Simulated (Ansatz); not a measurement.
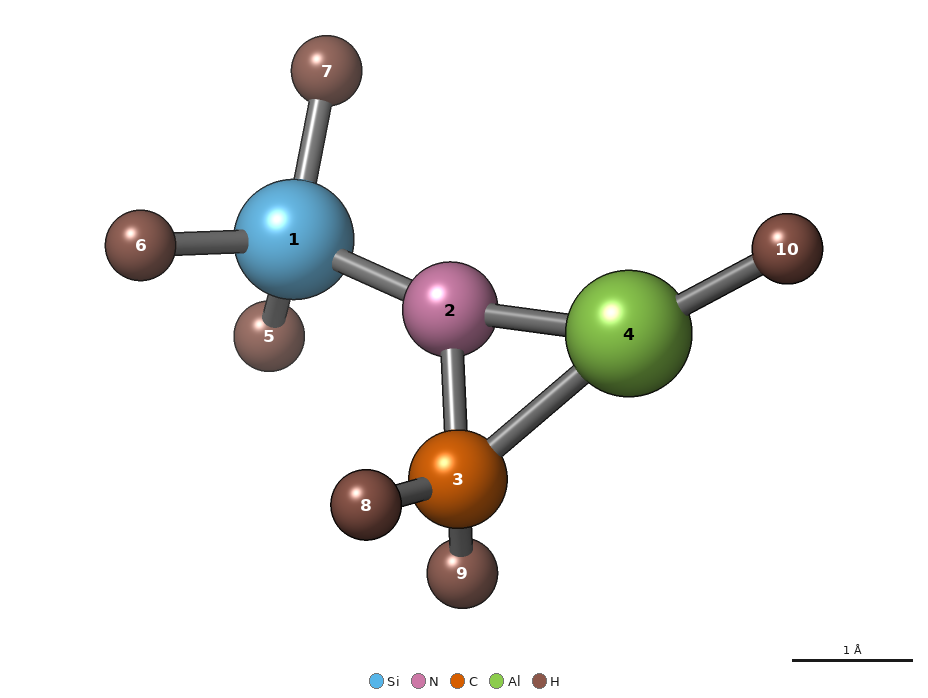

Numbered structure. Computed geometry: PBE0-D4/def2-TZVP optimisation.

List the bonds and their lengths.

```json
{"bond": "Si1–N2", "length (Å)": "1.707"}
{"bond": "Si1–H5", "length (Å)": "1.493"}
{"bond": "Si1–H6", "length (Å)": "1.493"}
{"bond": "Si1–H7", "length (Å)": "1.488"}
{"bond": "N2–C3", "length (Å)": "1.531"}
{"bond": "N2–Al4", "length (Å)": "1.743"}
{"bond": "C3–Al4", "length (Å)": "1.901"}
{"bond": "C3–H8", "length (Å)": "1.092"}
{"bond": "C3–H9", "length (Å)": "1.092"}
{"bond": "Al4–H10", "length (Å)": "1.568"}
```
